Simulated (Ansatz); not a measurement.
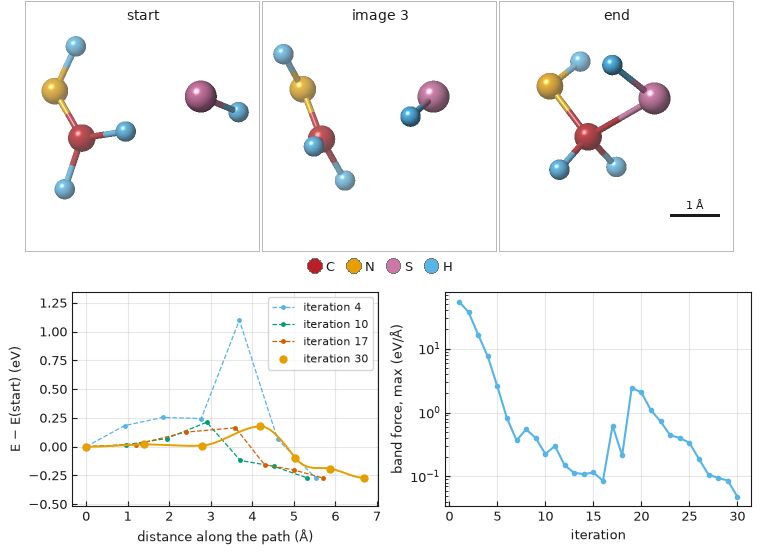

A search for the minimum-energy path of CH$_{4}$NS (multiplicity 2) by the nudged elastic band. Images are numbered from 0 (start) to 6 (end). The plot follows the band through its iterations. Style: ball-and-stick. Shown at a tilt.

Method: UKS PBE-D4/def2-SVP (Ansatz).

The input:
```yaml
crystal:
  periodic: [false, false, false]
  atoms:
    - { symbol: C, position_ang: [0.39393, -0.867779, 0.134022] }
    - { symbol: "N", position_ang: [0.307143, -0.885463, 1.390782] }
    - { symbol: S, position_ang: [-0.193427, 1.912375, -1.10295] }
    - { symbol: H, position_ang: [0.61469, -1.789149, -0.449096] }
    - { symbol: H, position_ang: [0.259929, 0.101685, -0.503473] }
    - { symbol: H, position_ang: [0.096994, 0.044409, 1.798177] }
    - { symbol: H, position_ang: [-1.479159, 1.484021, -1.267463] }
magnetization:
  spin_polarized: true
  initial_magnetization: 1
basis:
  gaussian: { orbitals: def2-SVP }
hamiltonian:
  xc: pbe
  dispersion: d4
neb:
  order_check: false
  images: 5
  f_tol: 0.05
  max_iterations: 60
  final_atoms:
    - { symbol: C, position_ang: [0.36212571, -0.36718143, -0.16881477] }
    - { symbol: "N", position_ang: [0.40965307, -0.01018702, 1.19736956] }
    - { symbol: S, position_ang: [-1.08815242, 0.53240452, -0.950693] }
    - { symbol: H, position_ang: [0.12329257, -1.43781244, -0.38690645] }
    - { symbol: H, position_ang: [1.28548768, -0.08464332, -0.7146009] }
    - { symbol: H, position_ang: [-0.45417434, -0.40328349, 1.62455498] }
    - { symbol: H, position_ang: [-0.63813227, 1.77080217, -0.60091041] }
  initial_path:
    images:
      - { positions_ang: [[0.39393, -0.867779, 0.134022], [0.307143, -0.885463, 1.390782], [-0.193427, 1.912375, -1.10295], [0.61469, -1.789149, -0.449096], [0.259929, 0.101685, -0.503473], [0.096994, 0.044409, 1.798177], [-1.479159, 1.484021, -1.267463]] }
      - { positions_ang: [[0.34792174, -0.74584966, 0.11854014], [0.26540857, -0.85760948, 1.36455245], [-0.45661821, 1.73093727, -0.92810709], [0.34546802, -1.58815358, -0.50601005], [0.50978715, 0.12982712, -0.44451706], [0.25585189, -0.02739541, 1.86577246], [-1.26771915, 1.35834274, -1.47023184]] }
      - { positions_ang: [[0.30191348, -0.62392031, 0.10305828], [0.22367413, -0.82975596, 1.3383229], [-0.71980942, 1.54949953, -0.75326418], [0.07624604, -1.38715817, -0.5629241], [0.75964529, 0.15796925, -0.38556112], [0.41470979, -0.09919982, 1.93336791], [-1.05627931, 1.23266447, -1.67300069]] }
      - { positions_ang: [[0.25590522, -0.50199097, 0.08757642], [0.1819397, -0.80190243, 1.31209335], [-0.98300063, 1.3680618, -0.57842127], [-0.19297594, -1.18616275, -0.61983815], [1.00950344, 0.18611137, -0.32660518], [0.57356768, -0.17100422, 2.00096337], [-0.84483946, 1.10698621, -1.87576953]] }
      - { positions_ang: [[0.29131205, -0.45705446, 0.00211269], [0.25784416, -0.5379973, 1.27385208], [-1.01805123, 1.08950937, -0.70251185], [-0.08755311, -1.27004598, -0.54219425], [1.10149818, 0.09585981, -0.45593708], [0.23098701, -0.24843064, 1.8754939], [-0.77593706, 1.3282582, -1.45081649]] }
      - { positions_ang: [[0.32671888, -0.41211794, -0.08335104], [0.33374861, -0.27409216, 1.23561082], [-1.05310183, 0.81095695, -0.82660242], [0.01786973, -1.35392921, -0.46455035], [1.19349293, 0.00560824, -0.58526899], [-0.11159367, -0.32585707, 1.75002444], [-0.70703467, 1.54953019, -1.02586345]] }
      - { positions_ang: [[0.36212571, -0.36718143, -0.16881477], [0.40965307, -0.01018702, 1.19736956], [-1.08815242, 0.53240452, -0.950693], [0.12329257, -1.43781244, -0.38690645], [1.28548768, -0.08464332, -0.7146009], [-0.45417434, -0.40328349, 1.62455498], [-0.63813227, 1.77080217, -0.60091041]] }
```

Run as
```bash
ansatz run input.yaml --threads 2 --pin off --max-ram 3072MiB --backend cpu --events-out ev --progress --plain --runs-dir out
```

Question: Did the band converge, and can the barrier be trusted?

Answer: The run is converged, with reservations. The band converged in 30 iterations. The largest component of the band force went from 55 to 0.048 eV/Å. The climbing image converged on the top of the path. Its vibrational analysis gives one imaginary mode (151i cm⁻¹), as a transition state must have. The first iteration put the highest image at 18.309 eV. Forward barrier 0.176 eV, backward barrier 0.448 eV, with image 3 at the top; the reaction energy is −0.272 eV.

The run took 3.1 min on 2 threads of Arm Neoverse V2, with other jobs on the host, peak memory 0.14 GiB.
